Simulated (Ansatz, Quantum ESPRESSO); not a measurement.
# Mg3Be (Pm-3m): zone-centre phonons, part 2 of 3

Which modes does Mg3Be (Pm-3m) have at the zone centre?

Quantum ESPRESSO 7.5; DFT PBE, scalar-relativistic, plane waves, SSSP efficiency pseudopotentials.

So far. Step 2 (A probe with smearing): No gap opens on this mesh, so smearing is kept; the start stands at 0.86 GPa. Step 4 (Ground state): The cell stands at 0 GPa, close enough for phonons. The relaxed cell has a = 4.218 Å (conventional setting).

The structure was built from a prototype and need not be the compound's stable phase.

## 5. Linear response at Γ

At q = 0 one unit cell holds all displacements; symmetry groups them into irreducible representations that are solved one by one. With smeared occupations no response to a homogeneous field can be asked.

ph.in reads:

```
phonons
&inputph
   prefix = 'x'
   outdir = './tmp'
   fildyn = 'g.dyn'
   tr2_ph = 1.0d-18
   alpha_mix(1) = 0.4
   nmix_ph = 8
/
0.000000000000 0.000000000000 0.000000000000
```

The run is started by

```
OMP_NUM_THREADS=1 mpirun -n 4 ph.x -nk 4 -in ph.in > ph.out
```

What it wrote:

```text
[banners, grids, parts of the stress and lines that vanish by symmetry left out]
[banner, memory and clock lines left out]
Program PHONON v.7.5

     ./tmp/x.save/

     file Mg.upf: wavefunction(s)  3S renormalized

     IMPORTANT: XC functional enforced from input :
     Exchange-correlation= PBE
                           (   1   4   3   4   0   0   0)
     Any further DFT definition will be discarded
     Please, verify this is what you really want

     G-vector sticks info

     Reading collected, re-writing distributed wavefunctions in ./tmp/

     Number and degeneracy of irreps per q-point
       N         xq(1)         xq(2)         xq(3)   N irreps
       1   0.000000000   0.000000000   0.000000000       4
        3   3   3   3

     Calculation of q =    0.0000000   0.0000000   0.0000000

     phonons

     bravais-lattice index     =            1
     lattice parameter (alat)  =       7.9703  a.u.
     unit-cell volume          =     506.3160 (a.u.)^3
     number of atoms/cell      =            4
     number of atomic types    =            2
     kinetic-energy cut-off    =      60.0000  Ry
     charge density cut-off    =     480.0000  Ry
     convergence threshold     =      1.0E-18
     beta                      =       0.4000
     number of iterations used =            8
     Exchange-correlation= PBE
                           (   1   4   3   4   0   0   0)

     celldm(1)=    7.97029  celldm(2)=    0.00000  celldm(3)=    0.00000
     celldm(4)=    0.00000  celldm(5)=    0.00000  celldm(6)=    0.00000

     crystal axes: (cart. coord. in units of alat)
               a(1) = (  1.0000  0.0000  0.0000 )
               a(2) = (  0.0000  1.0000  0.0000 )
               a(3) = (  0.0000  0.0000  1.0000 )

     reciprocal axes: (cart. coord. in units 2 pi/alat)
               b(1) = (  1.0000  0.0000  0.0000 )
               b(2) = (  0.0000  1.0000  0.0000 )
               b(3) = (  0.0000  0.0000  1.0000 )

     Atoms inside the unit cell:

     Cartesian axes

     site n.  atom      mass           positions (alat units)
        1  Be      9.0122   tau(    1) = (    0.00000    0.00000    0.00000  )
        2  Mg     24.3050   tau(    2) = (    0.00000    0.50000    0.50000  )
        3  Mg     24.3050   tau(    3) = (    0.50000    0.00000    0.50000  )
        4  Mg     24.3050   tau(    4) = (    0.50000    0.50000    0.00000  )

     Computing dynamical matrix for
                    q = (   0.0000000   0.0000000   0.0000000 )

     49 Sym.Ops. (with q -> -q+G )

     G cutoff =  772.3769  (  89775 G-vectors)     FFT grid: ( 60, 60, 60)
     G cutoff =  386.1884  (  31799 G-vectors)  smooth grid: ( 40, 40, 40)

     number of k points=    35  Marzari-Vanderbilt smearing, width (Ry)=  0.0200
                       cart. coord. in units 2pi/alat
        k(    1) = (   0.0000000   0.0000000   0.0000000), wk =   0.0039062
        k(    2) = (   0.0000000   0.0000000   0.1250000), wk =   0.0234375
        k(    3) = (   0.0000000   0.0000000   0.2500000), wk =   0.0234375
        [... further k-points left out ...]

     PseudoPot. # 1 for Be read from file:
     ./pseudo/Be.upf
     Pseudo is Ultrasoft, Zval =  4.0
     Using radial grid of  769 points,  6 beta functions with:
                l(1) =   0
                l(2) =   0
                l(3) =   0
                l(4) =   1
                l(5) =   1
                l(6) =   2
     Q(r) pseudized with 10 coefficients,  rinner =    1.000   1.000   1.000
                                                       1.000   1.000

     PseudoPot. # 2 for Mg read from file:
     ./pseudo/Mg.upf
     Pseudo is Projector augmented-wave + core cor, Zval =  2.0
     Shape of augmentation charge: PSQ
     Using radial grid of 1129 points,  4 beta functions with:
                l(1) =   0
                l(2) =   0
                l(3) =   1
                l(4) =   1
     Q(r) pseudized with 0 coefficients

     Mode symmetry, O_h (m-3m)  point group:

     Atomic displacements:
     There are    4 irreducible representations

     Representation     1      3 modes -  To be done

     Representation     2      3 modes -  To be done

     Representation     3      3 modes -  To be done

     Representation     4      3 modes -  To be done

     Alpha used in Ewald sum =   2.8000

     Representation #   1 modes #   1   2   3

     Self-consistent Calculation
      iter #   1   av.it.:   4.0
      thresh= 1.000E-02 alpha_mix =  0.400 |ddv_scf|^2 =  2.894E-09
      iter #   2   av.it.:  15.8
      thresh= 5.380E-06 alpha_mix =  0.400 |ddv_scf|^2 =  2.091E-10
      iter #   3   av.it.:  14.8
      thresh= 1.446E-06 alpha_mix =  0.400 |ddv_scf|^2 =  5.726E-11
      iter #   4   av.it.:  14.9
      thresh= 7.567E-07 alpha_mix =  0.400 |ddv_scf|^2 =  1.288E-13
      iter #   5   av.it.:  16.8
      thresh= 3.589E-08 alpha_mix =  0.400 |ddv_scf|^2 =  9.488E-15
      iter #   6   av.it.:  16.5
      thresh= 9.740E-09 alpha_mix =  0.400 |ddv_scf|^2 =  2.915E-16
      iter #   7   av.it.:  17.3
      thresh= 1.707E-09 alpha_mix =  0.400 |ddv_scf|^2 =  4.754E-18
      iter #   8   av.it.:  16.7
      thresh= 2.180E-10 alpha_mix =  0.400 |ddv_scf|^2 =  2.239E-19

     End of self-consistent calculation

     Convergence has been achieved

     Representation #   2 modes #   4   5   6

     Self-consistent Calculation
      iter #   1   av.it.:   2.9
      thresh= 1.000E-02 alpha_mix =  0.400 |ddv_scf|^2 =  9.989E-10
      iter #   2   av.it.:  15.0
      thresh= 3.161E-06 alpha_mix =  0.400 |ddv_scf|^2 =  1.981E-10
      iter #   3   av.it.:  14.0
      thresh= 1.408E-06 alpha_mix =  0.400 |ddv_scf|^2 =  3.710E-11
      iter #   4   av.it.:  14.8
      thresh= 6.091E-07 alpha_mix =  0.400 |ddv_scf|^2 =  1.465E-13
      iter #   5   av.it.:  16.4
      thresh= 3.827E-08 alpha_mix =  0.400 |ddv_scf|^2 =  1.999E-14
      iter #   6   av.it.:  14.9
      thresh= 1.414E-08 alpha_mix =  0.400 |ddv_scf|^2 =  5.467E-16
[...]
End of self-consistent calculation

     Convergence has been achieved

     Representation #   3 modes #   7   8   9

     Self-consistent Calculation
[...]
iter #   9   av.it.:  15.6
      thresh= 1.335E-10 alpha_mix =  0.400 |ddv_scf|^2 =  2.093E-19

     End of self-consistent calculation

     Convergence has been achieved

     Representation #   4 modes #  10  11  12

     Self-consistent Calculation
      iter #   1   av.it.:   2.1
      thresh= 1.000E-02 alpha_mix =  0.400 |ddv_scf|^2 =  5.384E-10
      iter #   2   av.it.:  15.2
      thresh= 2.320E-06 alpha_mix =  0.400 |ddv_scf|^2 =  1.831E-10
      iter #   3   av.it.:  13.8
      thresh= 1.353E-06 alpha_mix =  0.400 |ddv_scf|^2 =  1.076E-12
      iter #   4   av.it.:  14.9
      thresh= 1.037E-07 alpha_mix =  0.400 |ddv_scf|^2 =  3.640E-14
      iter #   5   av.it.:  15.6
      thresh= 1.908E-08 alpha_mix =  0.400 |ddv_scf|^2 =  2.108E-15
      iter #   6   av.it.:  14.6
      thresh= 4.591E-09 alpha_mix =  0.400 |ddv_scf|^2 =  5.874E-19

     End of self-consistent calculation

     Convergence has been achieved

     Number of q in the star =    1
     List of q in the star:
          1   0.000000000   0.000000000   0.000000000

     Diagonalizing the dynamical matrix

     q = (    0.000000000   0.000000000   0.000000000 )

 **************************************************************************
     freq (    1) =      -0.057941 [THz] =      -1.932701 [cm-1]
     freq (    2) =      -0.057941 [THz] =      -1.932701 [cm-1]
     freq (    3) =      -0.057941 [THz] =      -1.932701 [cm-1]
     freq (    4) =       5.480985 [THz] =     182.825979 [cm-1]
     freq (    5) =       5.480985 [THz] =     182.825979 [cm-1]
     freq (    6) =       5.480985 [THz] =     182.825979 [cm-1]
     freq (    7) =       6.630054 [THz] =     221.154804 [cm-1]
     freq (    8) =       6.630054 [THz] =     221.154804 [cm-1]
     freq (    9) =       6.630054 [THz] =     221.154804 [cm-1]
     freq (   10) =       9.039289 [THz] =     301.518216 [cm-1]
     freq (   11) =       9.039289 [THz] =     301.518216 [cm-1]
     freq (   12) =       9.039289 [THz] =     301.518216 [cm-1]
 **************************************************************************

     Mode symmetry, O_h (m-3m)  point group:

     freq (   1-   3) =         -1.9  [cm-1]   --> T_1u G_15  G_4- I
     freq (   4-   6) =        182.8  [cm-1]   --> T_2u G_25  G_5-
     freq (   7-   9) =        221.2  [cm-1]   --> T_1u G_15  G_4- I
     freq (  10-  12) =        301.5  [cm-1]   --> T_1u G_15  G_4- I
```

Elapsed: 3.8 min, on 4 MPI ranks of Arm Neoverse V1, shared host; 15 min of CPU time.

This step gave:

```
largest acoustic frequency at the zone centre before the sum rule : -1.93 cm⁻¹
highest optical zone-centre mode (no LO-TO term)                  : 301.5 cm⁻¹
lowest optical zone-centre mode                                   : 182.8 cm⁻¹
```

The acoustic modes at Γ come out as far as 1.9 cm⁻¹ from zero, where they should vanish, a small numerical error.

## 6. Modes with the sum rule

A rigid shift of the crystal must cost nothing, but grids and finite bases break this; the acoustic sum rule is imposed before the matrix is diagonalised again.

dynmat.in reads:

```
&input
   fildyn = 'g.dyn'
   asr = 'simple'
   fileig = 'dynmat.eig'
/
```

The run is started by

```
dynmat.x -in dynmat.in > dynmat.out
```

What it wrote:

```text
[banner, memory and clock lines left out]
Program DYNMAT v.7.5

     Reading Dynamical Matrix from file g.dyn
     ...Force constants read
     ...epsilon and Z* not read (not found on file)
     A direction for q was not specified:TO-LO splitting will be absent

     Polarizability (A^3 units)
     multiply by 1.000000 for Clausius-Mossotti correction
         0.000000    0.000000    0.000000
         0.000000    0.000000    0.000000
         0.000000    0.000000    0.000000

     IR activities are in (D/A)^2/amu units

# mode   [cm-1]    [THz]      IR
    1     -0.00   -0.0000    0.0000
    2      0.00    0.0000    0.0000
    3      0.00    0.0000    0.0000
    4    182.82    5.4808    0.0000
    5    182.82    5.4808    0.0000
    6    182.82    5.4808    0.0000
    7    221.24    6.6326    0.0000
    8    221.24    6.6326    0.0000
    9    221.24    6.6326    0.0000
   10    301.52    9.0393    0.0000
   11    301.52    9.0393    0.0000
   12    301.52    9.0393    0.0000

[end of the log left out, with the tail of the file of modes that dynmat.x writes under the same name]
```

The job ended after 0.45 s (1 thread).

Unit eigenvectors of the mass-weighted matrix after the sum rule; no LO-TO term. The modes at Γ (shares of kinetic energy by element, %):

```tsv
mode	frequency (cm⁻¹)	symmetry	Be %	Mg %
1	0.0	acoustic	11	89
2	0.0	acoustic	11	89
3	0.0	acoustic	11	89
4	182.8	T2u	0	100
5	182.8	T2u	0	100
6	182.8	T2u	0	100
7	221.2	T1u	88	12
8	221.2	T1u	88	12
9	221.2	T1u	88	12
10	301.5	T1u	1	99
11	301.5	T1u	1	99
12	301.5	T1u	1	99
```

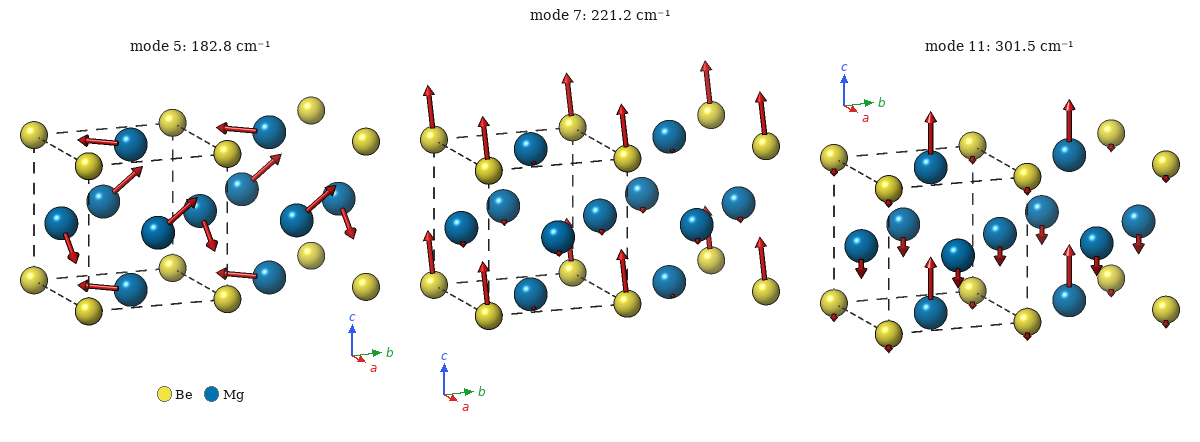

Displacement patterns of modes 5, 7 and 11 at Γ; arrows are exaggerated. 1×2×1 cells are drawn. Some periodic images of atoms are drawn too.

The rule moves no optical mode by more than 0.1 cm⁻¹.

## 7. Sum rules set otherwise (asr crystal)

The rule can be imposed in more than one way; the choices should agree where the raw error is small.

dynmat.in reads:

```
&input
   fildyn = 'g.dyn'
   asr = 'crystal'
   fileig = 'dynmat.eig'
/
```

The run is started by

```
dynmat.x -in dynmat.in > dynmat.out
```

What it wrote:

```text
[banner, memory and clock lines left out]
Program DYNMAT v.7.5

     Reading Dynamical Matrix from file g.dyn
     ...Force constants read
     ...epsilon and Z* not read (not found on file)
     Acoustic Sum Rule: || Z*(ASR) - Z*(orig)|| =    0.000000E+00
     Acoustic Sum Rule: ||dyn(ASR) - dyn(orig)||=    3.561709E-05
     A direction for q was not specified:TO-LO splitting will be absent

     Polarizability (A^3 units)
     multiply by 1.000000 for Clausius-Mossotti correction
         0.000000    0.000000    0.000000
         0.000000    0.000000    0.000000
         0.000000    0.000000    0.000000

     IR activities are in (D/A)^2/amu units

# mode   [cm-1]    [THz]      IR
    1     -0.00   -0.0000    0.0000
    2     -0.00   -0.0000    0.0000
    3      0.00    0.0000    0.0000
    4    182.83    5.4810    0.0000
    5    182.83    5.4810    0.0000
    6    182.83    5.4810    0.0000
    7    221.18    6.6308    0.0000
    8    221.18    6.6308    0.0000
    9    221.18    6.6308    0.0000
   10    301.52    9.0393    0.0000
   11    301.52    9.0393    0.0000
   12    301.52    9.0393    0.0000

[end of the log left out, with the tail of the file of modes that dynmat.x writes under the same name]
```

Wall time 0.45 s (1 thread).

Zone-centre frequencies as printed; negative means imaginary. Modes:

```tsv
mode	frequency (cm⁻¹)
1	0
2	0
3	0
4	182.8
5	182.8
6	182.8
7	221.2
8	221.2
9	221.2
10	301.5
11	301.5
12	301.5
```

Against the first rule no mode moves by more than 0.1 cm⁻¹.

## 8. Sum rules set otherwise: a sum rule for molecules or wires on a crystal

This rule also removes rotations, which suits wires and not a crystal; it is tried to see the harm.

dynmat.in reads:

```
&input
   fildyn = 'g.dyn'
   asr = 'one-dim'
   fileig = 'dynmat.eig'
/
```

The run is started by

```
dynmat.x -in dynmat.in > dynmat.out
```

What it wrote:

```text
[banner, memory and clock lines left out]
Program DYNMAT v.7.5

     Reading Dynamical Matrix from file g.dyn
     ...Force constants read
     ...epsilon and Z* not read (not found on file)
asr rotation axis in 1D system=    3
     Acoustic Sum Rule: || Z*(ASR) - Z*(orig)|| =    0.000000E+00
     Acoustic Sum Rule: ||dyn(ASR) - dyn(orig)||=    9.794934E-02
     A direction for q was not specified:TO-LO splitting will be absent

     Polarizability (A^3 units)
     multiply by 1.000000 for Clausius-Mossotti correction
         0.000000    0.000000    0.000000
         0.000000    0.000000    0.000000
         0.000000    0.000000    0.000000

     IR activities are in (D/A)^2/amu units

# mode   [cm-1]    [THz]      IR
    1     -0.00   -0.0000    0.0000
    2     -0.00   -0.0000    0.0000
    3      0.00    0.0000    0.0000
    4      0.00    0.0000    0.0000
    5    182.83    5.4810    0.0000
    6    182.83    5.4810    0.0000
    7    211.69    6.3463    0.0000
    8    221.18    6.6308    0.0000
    9    221.18    6.6308    0.0000
   10    291.78    8.7473    0.0000
   11    301.52    9.0393    0.0000
   12    301.52    9.0393    0.0000

[end of the log left out, with the tail of the file of modes that dynmat.x writes under the same name]
```

Run time: 0.45 s. Hardware: 1 thread.

The program raised no error, yet the settings are not those of a careful run.

The fault: a sum rule for molecules or wires on a crystal; 1 optical mode is projected out to zero frequency, as if it were a rotation.

For a crystal the rule has to be 'simple' or 'crystal'.

Zone-centre frequencies as printed; negative means imaginary. Modes:

```tsv
mode	frequency (cm⁻¹)
1	0
2	0
3	0
4	0
5	182.8
6	182.8
7	211.7
8	221.2
9	221.2
10	291.8
11	301.5
12	301.5
```

(Part 2 of 3 ends here.)

[Host names and launcher messages were left out of these logs when they were recorded.]

[Logs are printed without paths, hosts, clocks, repeated set-up lines and the standing remarks that a program may print on its own settings, such as how far it seeks lower states.]

[Hosts, paths, dates, database ids (printed as entryN), source tags and the programs' standing remarks are cut or masked in the printed files.]
